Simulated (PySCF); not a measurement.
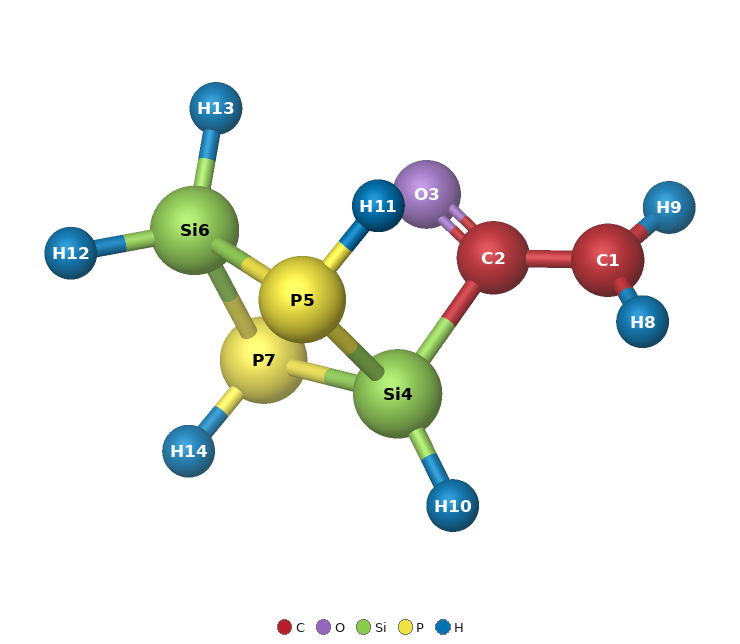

The species is neutral and a spin doublet. The geometry was computed by an optimisation with GFN2-xTB. No frequency run is at hand to confirm it as a minimum. Computed with UKS B3LYP, pcH-1 on C H O P Si, non-relativistic (PySCF 2.14.0). Fermi-contact and spin-dipolar terms alone, no spin-orbit part.

Question. Which nucleus has the largest dipolar (anisotropic) hyperfine coupling?

Answer. 17O at O3: principal values −109.1, 50.4, 58.6 MHz.

List the isotropic and dipolar parts for the most strongly coupled nuclei, one of each equivalent set.

```tsv
atom	isotope	a_iso (MHz)	dipolar part (MHz)
O3	17O	−20.9	−109.1, 50.4, 58.6
C1	13C	59.4	−42.5, −40.1, 82.7
P5	31P	−0.9	−40.3, −35.8, 76.0
Si4	29Si	−33.5	−29.7, 13.1, 16.7
P7	31P	18.8	−15.5, −10.8, 26.3
C2	13C	−32.5	−24.9, 0.8, 24.1
H8	1H	−27.7	−19.0, −4.7, 23.8
H9	1H	−3.5	−18.5, −3.0, 21.5
```

The geometry is semi-empirical. Around P, Si such bond lengths and angles can be off by a tenth of an ångström or more and by several degrees, and values that hang on the shape move with them.
